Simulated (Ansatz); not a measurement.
# CHF2OS (SMILES O/C(F)=[S+]\F) (charge +1): what the fields show

```
atom    x (Å)    y (Å)    z (Å)
   C   0.2167  -0.1400  -1.4299
   F  -0.7773  -0.8006  -0.9783
   F   1.5613   0.9888  -3.1814
   O   1.1468   0.2336  -0.6663
   S   0.1946   0.1901  -3.0924
   H   1.0463  -0.0182   0.2771
```

Geometry: PBE0-D3(BJ)/def2-SVP.

The calculation used isolated molecule in a Gaussian basis; Kohn-Sham density functional theory, functional PBE0 in Ansatz.

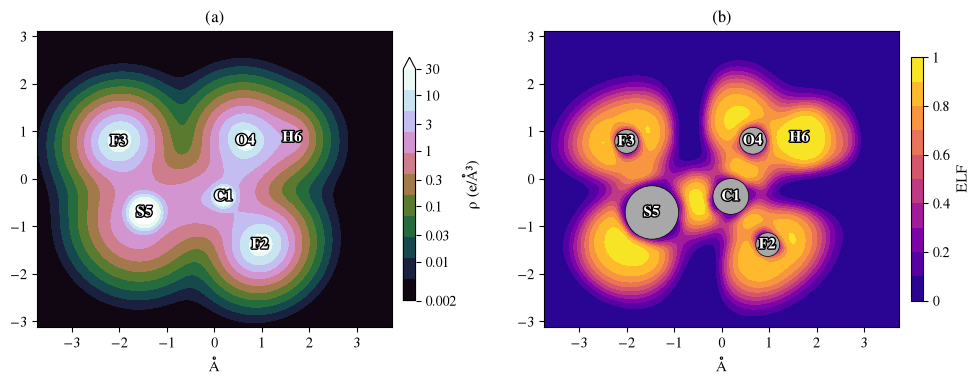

Figure 1. (a) total electron density; (b) electron localisation function on the molecular plane. Grey discs cover the atomic cores in the ELF map.

> Describe what can be read from this map.

The plane passes through C, F, O, S and H nuclei.
C–O (1.26 Å): ρ is about 3 e/Å³ halfway; the ELF peaks at about 0.90 between the atoms, as expected for a short, strongly polar bond.
C–F (1.28 Å): the density is about 2.8 e/Å³ at the midpoint; the ELF peaks at about 0.85 between the atoms; a polar covalent bond.
S–F (1.59 Å): ρ at the midpoint is about 1.6 e/Å³; the ELF peaks at about 0.80 between the atoms, as expected for a shared but strongly polarised pair.
C–S (1.70 Å): ρ at the midpoint is about 1.6 e/Å³; the ELF peaks at about 0.95 between the atoms: localised, covalent bonding.
O–H (0.98 Å): ρ is about 3.7 e/Å³ halfway; the ELF climbs to about 1 towards the hydrogen, as it does in any bond to H; an ordinary covalent bond to hydrogen.
The ELF also peaks beside F2, S5, F3 and O4, away from the bonds: lone-pair regions.

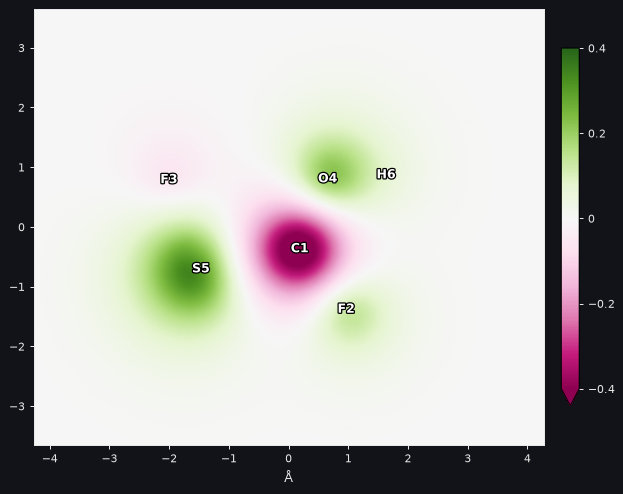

Figure 2. The LUMO on a plane 0.8 Å above the molecular plane (values in Å⁻³ᐟ²; the overall sign is arbitrary).

> Describe this orbital and give its energy.

Its weight (Hirshfeld) is mainly on C1 (about 40 %), S5 (about 30 %), O4 (about 15 %) and F2 (about 10 %); it changes sign across the molecular plane (π type); π-antibonding (a node) across C1–O4 and C1–S5. Its energy is −8.34 eV.

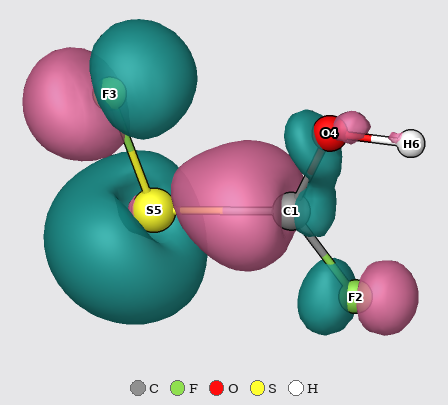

Figure 3. The HOMO−1 at ±0.15 Å⁻³ᐟ² (teal and pink are the two phases), seen at a tilt.

> Where does this orbital lie, and at what energy?

By Hirshfeld shares it lies mainly on S5 (about 40 %), F3 (about 35 %) and C1 (about 10 %); it is symmetric in the molecular plane (an in-plane orbital: σ, lone-pair or in-plane π type). Its energy is −17.57 eV.
